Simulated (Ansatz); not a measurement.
**One shape, several levels: [SnH3]− (SMILES [H][Sn-]([H])[H])**

Wanted: a comparison of 5 runs (CAM-B3LYP/STO-3G, PBE/STO-3G, SVWN5/STO-3G, wB97X/STO-3G, UMP2/STO-3G) of [SnH3]−. 

The calculation is run with Ansatz 0.2.0.

1 further run of the same task is left out (set aside as unsound or not needed).

## 1. The system as given

[SnH3]−: 4 atoms, total charge -1, spin state singlet. SMILES: `[H][Sn-]([H])[H]`. The H4–Sn1 distance was set to 2.436 Å, away from the relaxed value. At this shape a bond of the SMILES string is far longer than usual.

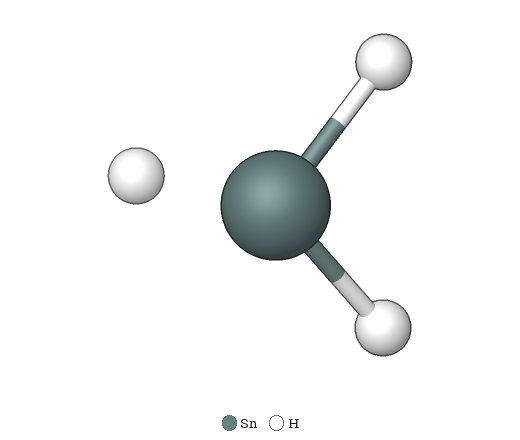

The structure, seen from a chosen angle (tin teal, hydrogen white).

## 2. A single-point energy at CAM-B3LYP/STO-3G (run 1)

input.yaml

```yaml
basis:
  gaussian:
    orbitals: STO-3G
crystal:
  periodic: [false, false, false]
  atoms:
    - {symbol: Sn, position_ang: [0.203166, 0.358332, 1.054497]}
    - {symbol: H, position_ang: [1.847336, 0.319002, 0.011177]}
    - {symbol: H, position_ang: [-0.577314, 1.785112, -0.017583]}
    - {symbol: H, position_ang: [-0.844540, -1.404640, -0.259610]}
hamiltonian:
  xc: {name: CAM-B3LYP}
total_charge: -1
accuracy: high
```

On the command line:

```console
$ ansatz run input.yaml --threads 1 --pin off --max-ram 2610MiB --events-out events.jsonl --progress --plain --runs-dir runs
```

Log:

```text
Warning: RAYON_NUM_THREADS=1 ignored (pool sized by the plan → 1); use --threads N
Functional definition: CAM-B3LYP
  name "CAM-B3LYP"
  parameter alpha = 0.19
  parameter beta = 0.46
  parameter omega = 0.33/bohr
  parameter ac = 0.81
  exchange = (1 - alpha - beta)*b88_x + beta*b88_x_sr(omega) + alpha*exact_x + beta*exact_x_lr(omega)
  correlation = (1 - ac)*vwn5_c + ac*lyp_c
518 factors; integrals over basis functions are off by at most 4.0e-9 eV
118 factors; integrals over basis functions are off by at most 4.8e-10 eV
mean field evaluation 1: about -162370.1580 eV, gradient 1.1e1 eV
mean field evaluation 2: about -162370.4734 eV, gradient 1.1e1 eV
mean field evaluation 4: about -162371.2221 eV, gradient 9.6e-2 eV
mean field evaluation 8: about -162371.1545 eV, gradient 2.0e-4 eV
mean field evaluation 16: about -162371.1545 eV, gradient 8.0e-9 eV
mean field -162371.15449881 eV, -5967.0298687099 hartree, gradient 8.0e-9 eV, S^2 0.000000; 0 other end points of the search recorded, 0 dependent functions left out
reference -162371.15451172 eV, -5967.0298691843 hartree; 27, 27 occupied and 3, 3 virtual orbitals, 518 factors
Total energy: -162371.15451172 eV, -5967.0298691843 hartree
```

It took 0.72 s on 1 thread of AMD EPYC 9R45 (Zen 5), shared host; peak memory 0.12 GiB.

## 3. A single-point energy at PBE/STO-3G (run 2)

input.yaml

```yaml
crystal:
  periodic: [false, false, false]
  atoms:
    - symbol: Sn
      position_ang: [0.203166, 0.358332, 1.054497]
    - symbol: H
      position_ang: [1.847336, 0.319002, 0.011177]
    - symbol: H
      position_ang: [-0.577314, 1.785112, -0.017583]
    - symbol: H
      position_ang: [-0.844540, -1.404640, -0.259610]
basis:
  gaussian:
    orbitals: STO-3G
total_charge: -1
hamiltonian:
  xc: {name: PBE}
accuracy: high
```

On the command line:

```console
$ ansatz run input.yaml --threads 1 --pin off --max-ram 2610MiB --events-out events.jsonl --progress --plain --runs-dir runs
```

Log:

```text
Warning: RAYON_NUM_THREADS=1 ignored (pool sized by the plan → 1); use --threads N
Functional definition: PBE
  name "PBE"
  parameter kappa = 0.804
  parameter beta = 0.06672455060314922
  exchange = pbe_x(kappa = kappa, mu = beta*pi^2/3)
  correlation = pbe_c(beta = beta)
518 factors; integrals over basis functions are off by at most 4.0e-9 eV
mean field evaluation 1: about -162348.4488 eV, gradient 1.4e1 eV
mean field evaluation 2: about -162342.7515 eV, gradient 3.0e1 eV
mean field evaluation 4: about -162349.8471 eV, gradient 9.1e-1 eV
mean field evaluation 8: about -162349.7738 eV, gradient 1.1e-2 eV
mean field evaluation 16: about -162349.7738 eV, gradient 6.5e-8 eV
mean field -162349.77375977 eV, -5966.2441410423 hartree, gradient 6.5e-8 eV, S^2 0.000000; 0 other end points of the search recorded, 0 dependent functions left out
reference -162349.77376154 eV, -5966.2441411074 hartree; 27, 27 occupied and 3, 3 virtual orbitals, 518 factors
Total energy: -162349.77376154 eV, -5966.2441411074 hartree
```

It took 0.6 s on 1 thread of AMD EPYC 9R45 (Zen 5), shared host.

Runs 3 to 4 aren't shown in full; the table further down has their settings and results.

## 4. The energy at UMP2/STO-3G (run 5)

molecule.yaml

```yaml
crystal:
  periodic: [false, false, false]
  atoms:
    - {symbol: Sn, position_ang: [0.203166, 0.358332, 1.054497]}
    - {symbol: H, position_ang: [1.847336, 0.319002, 0.011177]}
    - {symbol: H, position_ang: [-0.577314, 1.785112, -0.017583]}
    - {symbol: H, position_ang: [-0.844540, -1.404640, -0.259610]}
basis:
  gaussian: {orbitals: STO-3G}
total_charge: -1
magnetization: {spin_polarized: true}
correlation: {method: mp2, frozen_orbitals: {H: 0, Sn: 18}}
accuracy: high
```

On the command line:

```console
$ ansatz run molecule.yaml --threads 1 --pin off --max-ram 2610MiB --events-out events.jsonl --progress --plain --runs-dir runs
```

Log, shortened:

```text
Warning: RAYON_NUM_THREADS=1 ignored (pool sized by the plan → 1); use --threads N
Functional definition: HF
  name "HF"
[...]
518 factors; integrals over basis functions are off by at most 4.0e-9 eV
[...]
mean field -162308.22365566 eV, -5964.7172028801 hartree, gradient 7.9e-8 eV, S^2 0.274586; 3 other end points of the search recorded, 0 dependent functions left out
18 core orbitals not correlated: weight in the atoms' cores, before any rotation towards them, 1.000 or more for the frozen orbitals, at most 0.000 for the correlated occupied ones
reference -162308.22365566 eV, -5964.7172028801 hartree; 9, 9 occupied and 3, 3 virtual orbitals, 518 factors
second order -1.10417164 eV of doubles, -0.00000000 eV of singles
Total energy: -162309.32782730 eV, -5964.7577804396 hartree
```

Wall time 0.42 s (1 thread of AMD EPYC 9R45 (Zen 5), shared host).

## 5. Overview of the runs

```csv
run,level,frozen core orbitals,energy (Eh),wall time
1,CAM-B3LYP/STO-3G,–,-5967.029869,0.72 s
2,PBE/STO-3G,–,-5966.244141,0.6 s
3,SVWN5/STO-3G,–,-5961.064935,0.46 s
4,wB97X/STO-3G,–,-5967.001885,2.3 s
5,UMP2/STO-3G,18,-5964.757780,0.42 s
```

## 6. Results

```
                                           quantity           value
                                run 5: total energy  -5964.75778 Eh
run 5: correlation energy (18 core orbitals frozen)       -40.6 mEh
           run 5: ⟨S²⟩ of the reference determinant           0.275
```

**Reading.** Totals of different functionals can't be ranked against each other. In runs 1, 2, 3, 4, 5 the basis is minimal, so the values are rough. In runs 1, 2, 3, 4, 5 relativity is left out where basis or elements ask for it. Spin contamination of the reference: run 5 ⟨S²⟩ = 0.27. All runs together took 4.5 s, the longest 2.3 s.
